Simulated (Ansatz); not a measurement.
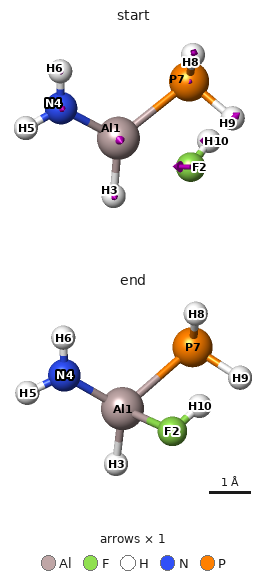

The structure of AlPNH$_{6}$F before (top) and after (bottom) a relaxation, at one scale. The purple arrows give the displacements, at their true length.

Style: ball-and-stick. Shown at a tilt.

The run prepares an end point of a later path (reaction) calculation, from a guessed geometry.

Computed with RKS BLYP-D4/6-31G* (Ansatz). Settings: no spin polarisation; force threshold 0.03 eV/Å; at most 50 steps.

**Describe what moved and what it gained.**

The atom that moves furthest after the best rigid fit is F2 (0.56 Å). Largest moves by element: F 0.56 Å, H 0.30 Å, Al 0.29 Å, N 0.15 Å, P 0.09 Å. Near-neighbour distances that change, for instance: Al1–F2 2.879 → 2.077 Å, Al1–H10 2.780 → 2.270 Å, Al1–P7 2.305 → 2.424 Å, F2–H10 0.942 → 0.987 Å. New bonds form, among them: Al1–F2 (2.88 → 2.08 Å). Bond angles that change, for instance: H3–Al1–P7 121.5° → 118.2°, N4–Al1–P7 116.4° → 113.5°, Al1–P7–H9 98.5° → 100.9°. The energy falls by 29.1 kJ/mol in 10 accepted moves (12 points after the start). Largest force component: 0.77 eV/Å at the start, 0.0082 eV/Å at the end. The line search rejected the trial steps at points 4, 11 of the run. Cost: 24 s on 1 thread of Intel(R) Xeon(R) 6975P-C (Granite Rapids), on a shared host, peak memory 0.16 GiB.
